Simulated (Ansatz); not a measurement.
C2H8BGa

```
atom    x (Å)    y (Å)    z (Å)
   B  -0.8584   1.2461   0.2987
   C  -0.5163   0.3744  -0.9226
   C   0.0348  -1.0148  -0.5881
  Ga   1.1357  -0.7602   1.0482
   H  -1.5935   2.1882   0.2952
   H  -0.2798   1.0209   1.3503
   H  -1.2677   0.3880  -1.7198
   H   0.3076   1.0076  -1.3238
   H  -0.7866  -1.7021  -0.3720
   H   0.6007  -1.4452  -1.4184
   H   2.3875   0.1949   0.9473
   H   0.8358  -1.4977   2.4049
```

Geometry: PBE0-D4/def2-TZVP.

Computed with Ansatz 0.2.0, RKS PBE0-D4/def2-TZVPP.

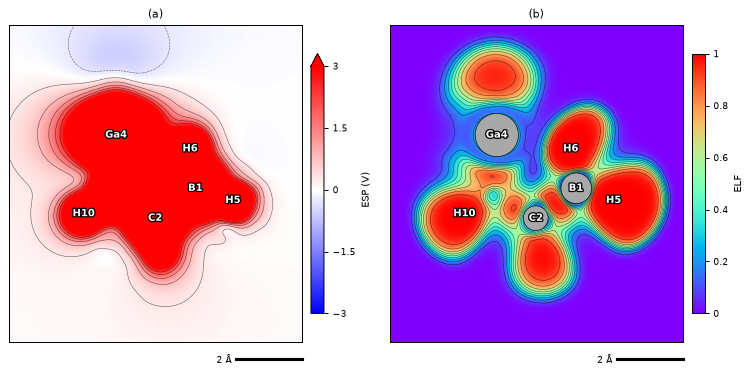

Figure 1. (a) electrostatic potential; (b) electron localisation function on the plane of atoms C2, B1 and H5. Grey discs cover the atomic cores in the ELF map.

Q: Describe what can be read from this map.

A:
- The plane passes through B, C, Ga and H nuclei.
- C–B (1.54 Å): the ELF peaks at about 0.95 between the atoms, as expected for a shared electron pair.
- B–H (1.19 Å): the ELF climbs to about 1 towards the hydrogen, as it does in any bond to H (an ordinary covalent bond to hydrogen).
- Outside the dense part of the molecule the potential is most negative (−0.6 V) near H12, which lies off the plane.

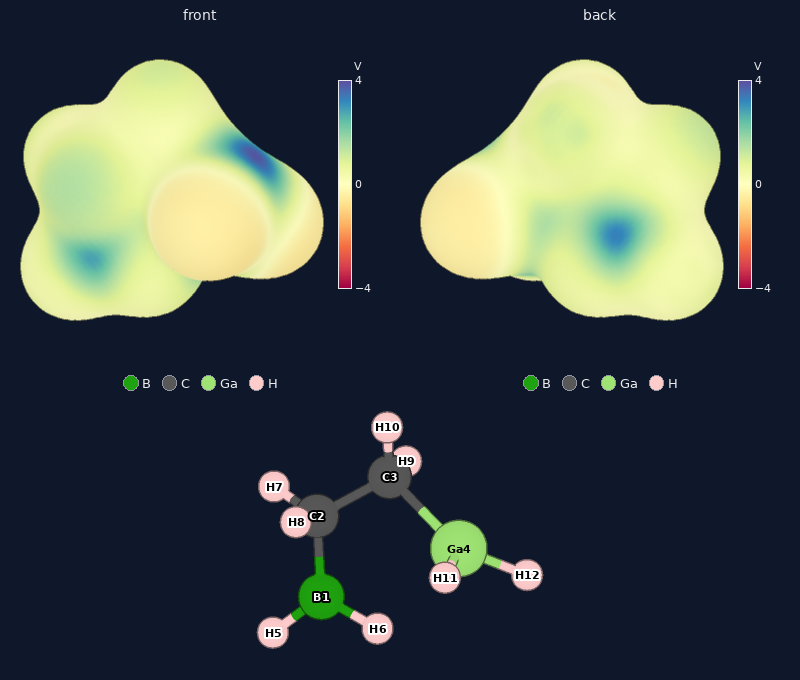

Figure 2. The molecular electrostatic potential painted on the density surface at 0.004 e/bohr³, seen from the front and from behind; the colour scale runs from red (negative) to blue (positive). The bare structure is drawn below in the same view.

Q: Describe the electrostatic potential map.

A: The most negative region (about −0.6 V) lies over H11 and H12, the most positive (about +3.5 V) over Ga4.

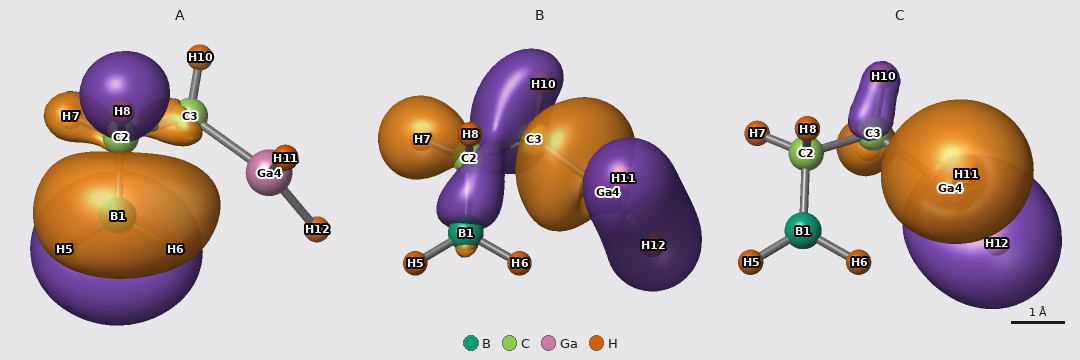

Figure 3. Three frontier orbitals at ±0.08 Å⁻³ᐟ² (orange and purple are the two phases), in no order.

Q: Order the three orbitals by energy and name them.

A: C is the HOMO−1 (−8.10 eV). It lies mainly on Ga4 (about 35 %), H11 (about 30 %) and H12 (about 25 %). B is the HOMO (−7.41 eV). It lies mainly on C3 (about 35 %), Ga4 (about 25 %), C2 (about 10 %), H12 (about 5 %) and H11 (about 5 %). A is the LUMO (−1.67 eV). By Hirshfeld shares it lies mainly on B1 (about 60 %), C2 (about 10 %), H5 (about 10 %) and H6 (about 5 %).

Q: What is the HOMO–LUMO gap?

A: 5.74 eV between the orbital energies.
